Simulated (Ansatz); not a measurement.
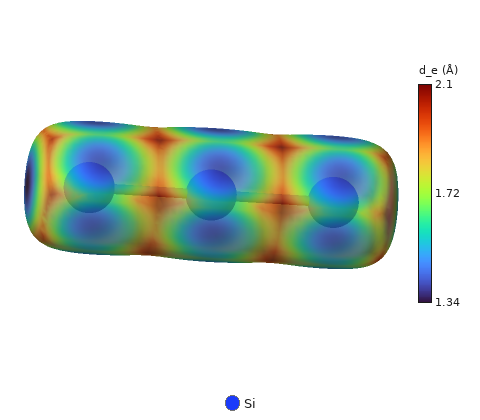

Hirshfeld surface computed for one Si3 unit (covalently bonded non-metal atoms) in Si$_{3}$Ge in space group P6/mmm, coloured by d_e.

The surface is where the fragment's share of the procrystal density (the sum of the densities of spherically averaged neutral Hartree-Fock atoms) equals one half. d_i and d_e are the distances from the surface to the nearest nucleus inside and outside.

Origin of the cell: the input geometry of an electronic-structure calculation (not necessarily at equilibrium); the starting structure was generated, so it need not be a known form of this composition.

```yaml
crystal:
  lattice:
    - [2.71500, 0.00000, 0.00000]
    - [-1.35750, 2.35126, 0.00000]
    - [0.00000, 0.00000, 10.11061]
  atoms:
    - { symbol: Si, position: [0.00000, 0.00000, 0.50000] }
    - { symbol: Si, position: [0.00000, 0.00000, 0.74356] }
    - { symbol: Si, position: [0.00000, 0.00000, 0.25644] }
    - { symbol: Ge, position: [0.00000, 0.00000, 0.00000] }
```

> What is the shortest distance from the fragment to an atom outside it?

Si–Ge, 2.59 Å.

> How is the surface shared among contacts (nearest atom inside ··· nearest atom outside)?

Si···Si 87 %, Si···Ge 13 %. The surface faces 20 neighbours with more than 2 % of its area each: 18 Si + 2 Ge.

> Give the size and shape of the surface.

It encloses about 38.4 Å³, has an area of about 66 Å² and a globularity of 0.84 (1 for a sphere).
